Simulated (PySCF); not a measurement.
# LaH3(NH3): other functionals and bases at one geometry

Aim: see how levels, charges and forces of LaH3(NH3) depend on the level of theory. The structure is generated, not taken from experiment.

Computed with PySCF 2.14.0. Level: several levels, as the steps say, no spin–orbit coupling.

1 further run of the same task is left out (for a known fault of the program).

## (1) Where the work starts

8 atoms, charge 0, spin multiplicity 1.

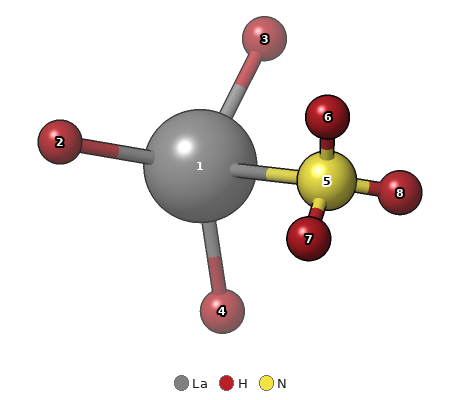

The structure; lanthanum grey, hydrogen red, nitrogen yellow; atoms are numbered from 1 in the order of the file.

Geometry (Å):

```xyz
8

La    0.2614   -0.2614    0.2614
H     1.3457    1.2430    1.3457
H    -1.2430   -1.3457    1.3457
H     1.3457   -1.3457   -1.2430
N    -1.2927    1.2927   -1.2927
H    -1.9065    1.9065   -0.7523
H    -0.7523    1.9065   -1.9065
H    -1.9065    0.7523   -1.9065
```

Formal oxidation states: La +3. The 4f shell is empty and lies in the core potential. An earlier session relaxed this geometry at PBE0, La lcecp-1-SVP with ECP46, H def2-SVP, N def2-SVP (singlet, point group C3v).

At PBE0 on the finer grid: E = -89.769699 Eh, HOMO -6.05 eV, LUMO -0.73 eV, Mulliken charge on La1 +0.69 e, largest force component 0.006 eV/Å. The large-core potential holds the 4f shell empty.

Levels to run: M06-L; revPBE; PBE0, TZVP. Hardware: 2 threads of Arm Neoverse V1, shared host.

## (2) M06-L

run.py (the lines that set the calculation)

```python
mol = gto.M(atom='''
La     0.26142    -0.26142     0.26142
H      1.34570     1.24296     1.34570
H     -1.24296    -1.34570     1.34570
H      1.34570    -1.34570    -1.24296
N     -1.29273     1.29273    -1.29273
H     -1.90650     1.90650    -0.75226
H     -0.75226     1.90650    -1.90650
H     -1.90650     0.75226    -1.90650''',
    basis={'La': 'lcecp-1-SVP', 'H': 'def2-SVP', 'N': 'def2-SVP'},
    ecp={'La': 'lcecp-1-SVP'},
    charge=0, spin=0)
mf = dft.RKS(mol, xc='M06L')
mf.grids.atom_grid = (75, 302)  # f atoms: unpruned, at least (60, 302)
mf = mf.density_fit()  # fitting sets: La AutoAux, H def2-universal-JKFIT, N def2-universal-JKFIT
mf.conv_tol = 1e-08; mf.max_cycle = 55
mf.kernel(dm0)  # dm0: the density of the relaxed state
```

Run with:

```sh
$ OMP_NUM_THREADS=2 python run.py
```

What it wrote:

```text
init E= -89.8327482674208
  HOMO = -0.192555882003374  LUMO = -0.0376527758126939  gap/eV = 4.21513
cycle= 1 E= -89.8357473217896  delta_E= -0.003  |g|= 0.0168  |ddm|= 0.26
  HOMO = -0.189451488380136  LUMO = -0.0377685849545161  gap/eV = 4.12750
cycle= 2 E= -89.8357846065188  delta_E= -3.73e-05  |g|= 0.0144  |ddm|= 0.0527
  HOMO = -0.189415192789811  LUMO = -0.0352771119534387  gap/eV = 4.19431
cycle= 3 E= -89.8358784442106  delta_E= -9.38e-05  |g|= 0.00318  |ddm|= 0.0361
  HOMO = -0.189694252494116  LUMO = -0.0353740063081887  gap/eV = 4.19927
cycle= 4 E= -89.8358806207997  delta_E= -2.18e-06  |g|= 0.0017  |ddm|= 0.00412
  HOMO = -0.189684435835122  LUMO = -0.0354838648078711  gap/eV = 4.19601
cycle= 5 E= -89.8358814256418  delta_E= -8.05e-07  |g|= 0.00026  |ddm|= 0.00212
  HOMO = -0.18961992824065  LUMO = -0.0354204025937014  gap/eV = 4.19598
cycle= 6 E= -89.835881446271  delta_E= -2.06e-08  |g|= 4.47e-05  |ddm|= 0.000612
  HOMO = -0.189620118128177  LUMO = -0.0354195066878494  gap/eV = 4.19601
cycle= 7 E= -89.8358814468828  delta_E= -6.12e-10  |g|= 1.28e-05  |ddm|= 8.21e-05
  HOMO = -0.18962360246205  LUMO = -0.0354229667993322  gap/eV = 4.19601
Extra cycle  E= -89.8358814469082  delta_E= -2.54e-11  |g|= 1.04e-05  |ddm|= 4.25e-05
converged SCF energy = -89.8358814469082
```

It took 5.3 s on 2 threads of Arm Neoverse V1, shared host.

Read off: E = -89.835881 Eh, HOMO -5.16 eV, LUMO -0.96 eV, Mulliken charge on La1 +0.95 e, largest force component 0.098 eV/Å. The large-core potential holds the 4f shell empty.

## (3) revPBE

Edit run.py (the lines that set the calculation) of step 2 so:

```diff
@@ -12,3 +12,3 @@
     charge=0, spin=0)
-mf = dft.RKS(mol, xc='M06L')
+mf = dft.RKS(mol, xc='PBE_R,PBE')
 mf.grids.atom_grid = (75, 302)  # f atoms: unpruned, at least (60, 302)
```

Run with:

```sh
$ OMP_NUM_THREADS=2 python run.py
```

What it wrote:

```text
init E= -89.8698958285734
  HOMO = -0.180744312050431  LUMO = -0.0560832705511723  gap/eV = 3.39220
cycle= 1 E= -89.8713437980654  delta_E= -0.00145  |g|= 0.0243  |ddm|= 0.207
  HOMO = -0.177235718141999  LUMO = -0.050022662791128  gap/eV = 3.46164
cycle= 2 E= -89.8711563888388  delta_E= 0.000187  |g|= 0.0326  |ddm|= 0.125
  HOMO = -0.178697882358788  LUMO = -0.0522101340357947  gap/eV = 3.44191
cycle= 3 E= -89.871606364741  delta_E= -0.00045  |g|= 0.00386  |ddm|= 0.0672
  HOMO = -0.178938442165681  LUMO = -0.0525763179744792  gap/eV = 3.43849
cycle= 4 E= -89.871609727352  delta_E= -3.36e-06  |g|= 0.000791  |ddm|= 0.00527
  HOMO = -0.178992949499221  LUMO = -0.052538772912484  gap/eV = 3.44099
cycle= 5 E= -89.8716099525227  delta_E= -2.25e-07  |g|= 0.00014  |ddm|= 0.00127
  HOMO = -0.178969652713152  LUMO = -0.0525206913006342  gap/eV = 3.44085
cycle= 6 E= -89.8716099599551  delta_E= -7.43e-09  |g|= 3.07e-05  |ddm|= 0.000286
  HOMO = -0.178965700474819  LUMO = -0.0525164693879344  gap/eV = 3.44086
Extra cycle  E= -89.8716099599289  delta_E= 2.62e-11  |g|= 3.36e-05  |ddm|= 8.82e-05
converged SCF energy = -89.8716099599289
```

Wall time 3.5 s (2 threads of Arm Neoverse V1, shared host).

Result: E = -89.871610 Eh, HOMO -4.87 eV, LUMO -1.43 eV, Mulliken charge on La1 +0.56 e, largest force component 0.241 eV/Å. The large-core potential holds the 4f shell empty.

## (4) PBE0, TZVP

Basis: La lcecp-1-TZVP with ECP46, H def2-TZVP, N def2-TZVP. 

Edit run.py (the lines that set the calculation) of step 3 so:

```diff
@@ -9,6 +9,6 @@
 H     -1.90650     0.75226    -1.90650''',
-    basis={'La': 'lcecp-1-SVP', 'H': 'def2-SVP', 'N': 'def2-SVP'},
-    ecp={'La': 'lcecp-1-SVP'},
+    basis={'La': 'lcecp-1-TZVP', 'H': 'def2-TZVP', 'N': 'def2-TZVP'},
+    ecp={'La': 'lcecp-1-TZVP'},
     charge=0, spin=0)
-mf = dft.RKS(mol, xc='PBE_R,PBE')
+mf = dft.RKS(mol, xc='PBE0')
 mf.grids.atom_grid = (75, 302)  # f atoms: unpruned, at least (60, 302)
@@ -16,2 +16,2 @@
 mf.conv_tol = 1e-08; mf.max_cycle = 55
-mf.kernel(dm0)  # dm0: the density of the relaxed state
+mf.kernel(dm0)  # dm0: free metal ions and neutral atoms
```

Run with:

```sh
$ OMP_NUM_THREADS=2 python run.py
```

What it wrote:

```text
init E= -91.6206473097825
  HOMO = -0.146010870899318  LUMO = -0.0957912213148406  gap/eV = 1.36655
cycle= 1 E= -89.0098697472501  delta_E= 2.61  |g|= 1.68  |ddm|= 2.11
  HOMO = -0.24298437868502  LUMO = -0.155081859672084  gap/eV = 2.39195
cycle= 2 E= -80.2748011627054  delta_E= 8.74  |g|= 4.38  |ddm|=  7.1
  HOMO = -0.266214502493156  LUMO = -0.0750454497057095  gap/eV = 5.20197
cycle= 3 E= -89.7658482940866  delta_E= -9.49  |g|= 0.576  |ddm|= 6.91
  HOMO = -0.178416592893639  LUMO = -0.0558252619449533  gap/eV = 3.33588
cycle= 4 E= -89.8303338140312  delta_E= -0.0645  |g|= 0.155  |ddm|= 0.703
  HOMO = -0.223379750831668  LUMO = -0.0394710750432907  gap/eV = 5.00441
cycle= 5 E= -89.838340727939  delta_E= -0.00801  |g|= 0.0357  |ddm|= 0.324
  HOMO = -0.224083628142515  LUMO = -0.033635384969463  gap/eV = 5.18236
cycle= 6 E= -89.8387290430043  delta_E= -0.000388  |g|= 0.00833  |ddm|= 0.0746
  HOMO = -0.223441597761864  LUMO = -0.0331227926278733  gap/eV = 5.17884
cycle= 7 E= -89.8387541099048  delta_E= -2.51e-05  |g|= 0.00161  |ddm|= 0.0171
  HOMO = -0.223320856735276  LUMO = -0.0331995206394886  gap/eV = 5.17347
cycle= 8 E= -89.8387548375831  delta_E= -7.28e-07  |g|= 0.000199  |ddm|= 0.00227
  HOMO = -0.223355752271479  LUMO = -0.0332097876180696  gap/eV = 5.17414
cycle= 9 E= -89.8387548585256  delta_E= -2.09e-08  |g|= 9.46e-05  |ddm|= 0.000537
  HOMO = -0.223351420715746  LUMO = -0.0332161373205028  gap/eV = 5.17384
cycle= 10 E= -89.8387548625317  delta_E= -4.01e-09  |g|= 2.56e-05  |ddm|= 0.000192
  HOMO = -0.223345194698013  LUMO = -0.0332131383196387  gap/eV = 5.17376
Extra cycle  E= -89.8387548627596  delta_E= -2.28e-10  |g|= 1.97e-05  |ddm|= 9.73e-05
converged SCF energy = -89.8387548627596
```

Wall time 7.1 s (2 threads of Arm Neoverse V1, shared host).

Read off: E = -89.838755 Eh, HOMO -6.08 eV, LUMO -0.90 eV, Mulliken charge on La1 +0.87 e, largest force component 0.238 eV/Å. The large-core potential holds the 4f shell empty.

## (5) All levels side by side

| level | state | HOMO (eV) | gap (eV) | charge on La1 (e) | dipole (D) | largest force (eV/Å) | basis functions | time |
| --- | --- | --- | --- | --- | --- | --- | --- | --- |
| PBE0 (relaxed here) | singlet | -6.05 | 5.31 | 0.69 | 6.58 | 0.01 | 77 | 7.9 s |
| M06-L | singlet | -5.16 | 4.20 | 0.95 | 6.48 | 0.10 | 77 | 5.3 s |
| revPBE | singlet | -4.87 | 3.44 | 0.56 | 6.47 | 0.24 | 77 | 3.5 s |
| PBE0, TZVP | singlet | -6.08 | 5.17 | 0.87 | 6.46 | 0.24 | 114 | 7.1 s |

Times are on 2 threads of Arm Neoverse V1, shared host; the first row also made further properties.

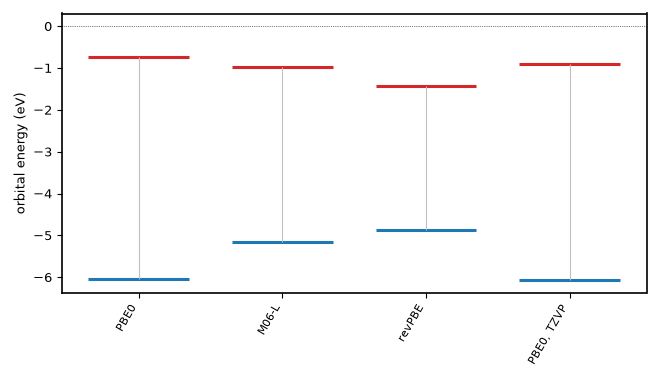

Highest filled and lowest empty level, method by method.

In one basis the HOMO–LUMO gap runs from 3.44 eV (revPBE) to 5.31 eV (PBE0). The largest leftover force, 0.24 eV/Å with revPBE, stands at a geometry relaxed at another level. The Mulliken charge on La spans +0.56 to +0.95 e over the levels. With 4f in the core, its levels are missing from HOMO and gap. Total energies of different levels can't be compared. Spin–orbit coupling is left out throughout.
